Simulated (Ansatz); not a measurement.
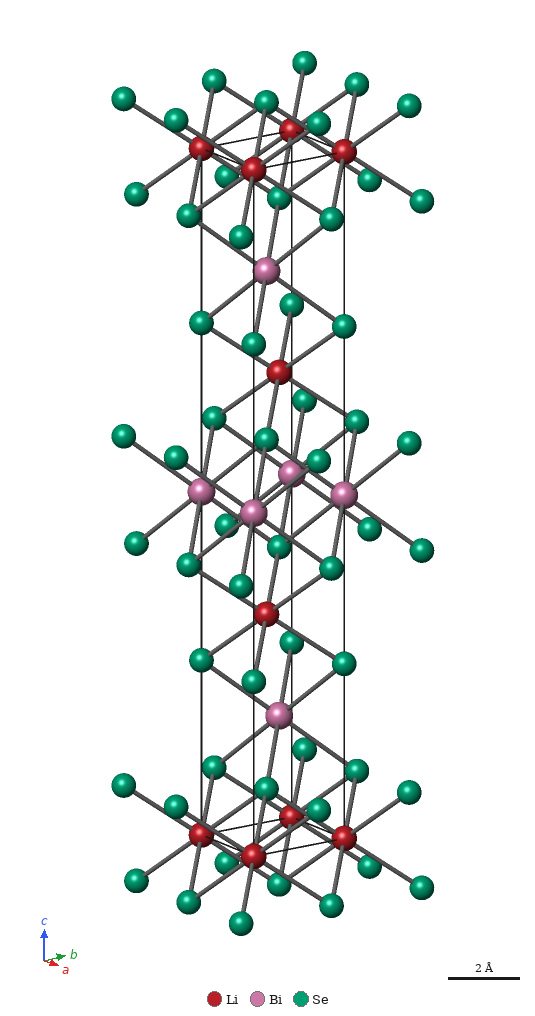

Drawn in the ball-and-stick manner and seen slightly off an axis. One conventional unit cell is outlined, and atoms on its boundary appear in each equivalent place. A few atoms beyond the faces are included.

LiBiSe$_{2}$, α-NaFeO₂ type, space group R-3m (No. 166), a = 4.120 Å, b = 4.120 Å, c = 19.840 Å, α = 90.00°, β = 90.00°, γ = 120.00°. Source of the structure: a structure type filled with these elements by a generator (whether the compound takes this form wasn't checked). Earlier steps of the study, as a rule a relaxation of our own, may have changed the cell and positions, so they can lie some per cent off the listed ones. It was run through Ansatz as a DFT input.

This one geometry was computed with Ansatz (DFT, plane waves, PAW) at four levels of theory: LDA, r2SCAN, PBE and PBE with spin-orbit coupling. It was relaxed beforehand with r2SCAN.

Which level gives the highest pressure at this volume, and what does that say about its equilibrium volume?

Answer. Highest: PBE (0.9 GPa) and PBE with spin-orbit coupling (1.2 GPa), which points to the largest equilibrium volume. Lowest, with the smallest volume: LDA (-2.9 GPa). Levels within 0.5 GPa of each other can't be told apart.

How does the band gap change with the level of theory?

Answer. PBE with spin-orbit coupling: a gap of 0.47 eV, direct; LDA: a gap of 0.91 eV, direct; PBE: a gap of 1.04 eV, direct; r2SCAN: a gap of 1.39 eV, direct.

Collect the results in a table.

Answer.
| level | cutoff (eV) | k-mesh of the run's cell | gap (eV) | pressure (GPa) |
| --- | --- | --- | --- | --- |
| LDA | 420 | 8×8×8 | 0.91 | -2.9 |
| r2SCAN | 500 | 8×8×8 | 1.39 | 0.0 |
| PBE | 420 | 8×8×8 | 1.04 | 0.9 |
| PBE with spin-orbit coupling | 420 | 8×8×8 | 0.47 | 1.2 |

Gaps are taken on the k-mesh or band path of each run.
